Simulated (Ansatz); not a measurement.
**CHFGeN (SMILES N#[C][GeH][F]) (doublet): density, localisation and related maps**

Input

```
crystal:
  periodic: [false, false, false]
  atoms:
    - { symbol: "N", position_ang: [0.9848, -1.5097, 1.521] }
    - { symbol: C, position_ang: [0.5708, -0.7832, 0.6483] }
    - { symbol: Ge, position_ang: [-0.0506, 0.3417, -0.7723] }
    - { symbol: F, position_ang: [-1.6498, 0.0615, -1.0608] }
    - { symbol: H, position_ang: [0.1946, 1.8161, -0.3776] }
magnetization:
  spin_polarized: true
  initial_magnetization: 1
basis:
  gaussian: { orbitals: def2-SVP }
hamiltonian:
  xc: pbe
  dispersion: d4
relax:
  f_tol: 0.015
  max_steps: 40
output:
  orbitals: {}
```

Launched as:

```sh
ansatz run input.yaml --threads 2 --pin off --max-ram 3072MiB --backend cpu --events-out ev --progress --plain --runs-dir out
```

The fields are those of the run's last geometry, not of the input's.

Theory: UKS PBE-D4/def2-SVP (Ansatz 0.2.0).

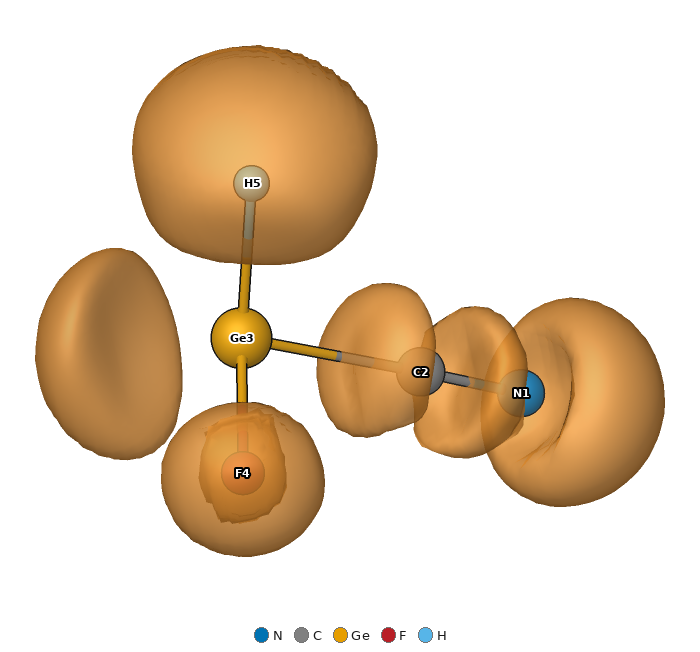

Figure 1. Isosurface of the electron localisation function at 0.8 (orange), seen at an oblique angle. Core shells and regions of very low density are left out.

What do the ELF domains correspond to?

Answer. At this value the surface marks out one region between bonded C–N atoms (shared pairs), one region around a hydrogen nucleus, one lobe of the valence shell of C pointing towards Ge (polar bonds), one lobe on Ge, pointing away from the bonds (non-bonding electrons), one lobe on N, pointing away from the bonds (non-bonding electrons) and one region wrapped around F (its valence shell).


C–N (1.18 Å): the ELF peaks at about 0.85 between the atoms; a short, multiple covalent bond. Ge–F (1.76 Å): the ELF peaks at about 0.80 in the valence shell of F, 0.6 Å from its nucleus, and is about 0.20 at the midpoint.

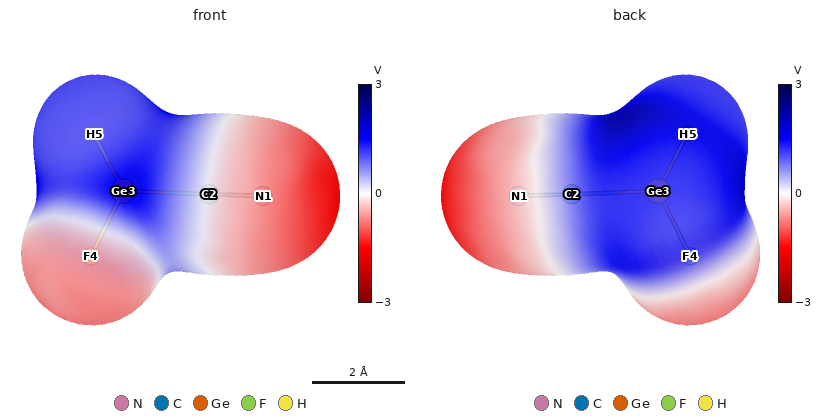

Figure 2. The electrostatic potential painted on the density surface at 0.002 e/bohr³, seen from the front and from behind; red is negative and blue positive.

Which sites attract a positive test charge, and which a negative one?

Answer. A positive charge is drawn to the negative regions and a negative charge to the positive ones. The most negative region (about −1.5 V) lies over N1, the most positive (about +2.1 V) over Ge3. N1 is the likeliest acceptor of a hydrogen bond.

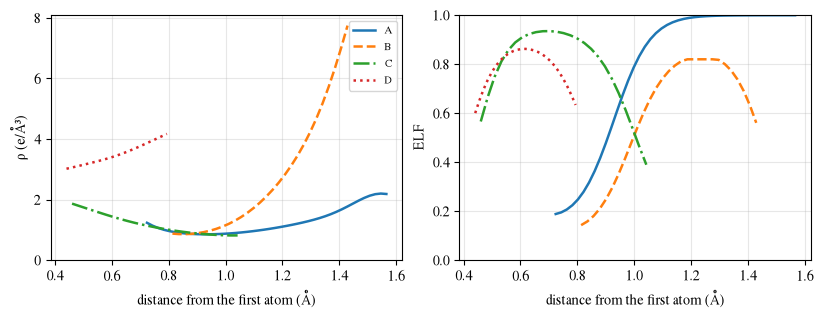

Figure 3. Total electron density and ELF along straight lines between neighbouring atoms. The curves leave out the atomic cores.

Which curve belongs to which contact (C–Ge, C–N, Ge–F and Ge–H)? The first atom named is at distance zero.

Answer. Curve A: Ge–H (1.57 Å): ρ is about 1 e/Å³ halfway; the ELF climbs to about 1 towards the hydrogen. Curve B: Ge–F (1.76 Å): ρ is about 0.87 e/Å³ halfway; the ELF peaks at about 0.80 in the valence shell of F, 0.6 Å from its nucleus, and is about 0.20 at the midpoint. Curve C: C–Ge (1.94 Å): the density is about 0.83 e/Å³ at the midpoint; the ELF peaks at about 0.95 in the valence shell of C, 0.7 Å from its nucleus, and is about 0.60 at the midpoint. Curve D: C–N (1.18 Å): ρ is about 3.4 e/Å³ halfway; the ELF peaks at about 0.85 between the atoms; a short, multiple covalent bond.
